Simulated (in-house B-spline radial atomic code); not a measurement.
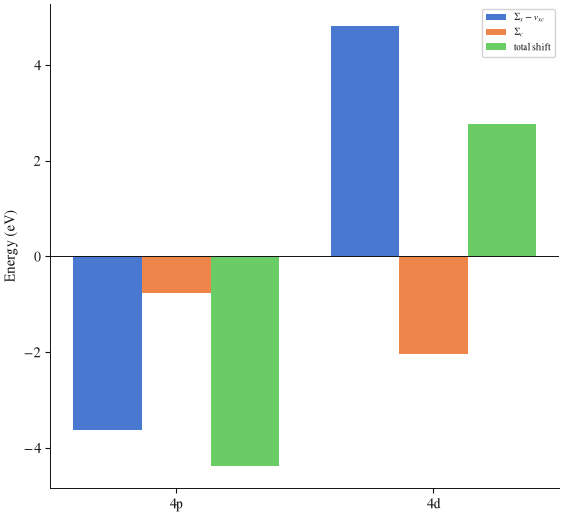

Parts of the G₀W₀ correction to each level for Nb⁵⁺ ([Ar] 3d¹⁰ 4s² 4p⁶). All-electron spherical atom, non-relativistic, BHandHLYP start, no spin-orbit coupling, Breit or QED terms; computed with a B-spline radial code. The quasi-particle equation is solved at full frequency; levels of low quasi-particle weight Z are left out.

### How does G₀W₀ correct the levels?

G₀W₀ moves the highest occupied level, 4p, from −98.24 to −102.63 eV (renormalisation factor Z = 0.96); the semi-empirical removal energy is 102.07 eV, so the error is +0.56 eV. The empty level 4d goes from −54.19 to −51.41 eV.

```json
{"Level": "4p", "Mean field (eV)": "−98.24", "Σx − vxc (eV)": "−3.62", "Σc (eV)": "−0.76", "Z": "0.96", "G₀W₀ (eV)": "−102.63"}
{"Level": "4d", "Mean field (eV)": "−54.19", "Σx − vxc (eV)": "4.81", "Σc (eV)": "−2.04", "Z": "0.97", "G₀W₀ (eV)": "−51.41"}
```

Note: relativity, absent here, matters against the tabulated value.
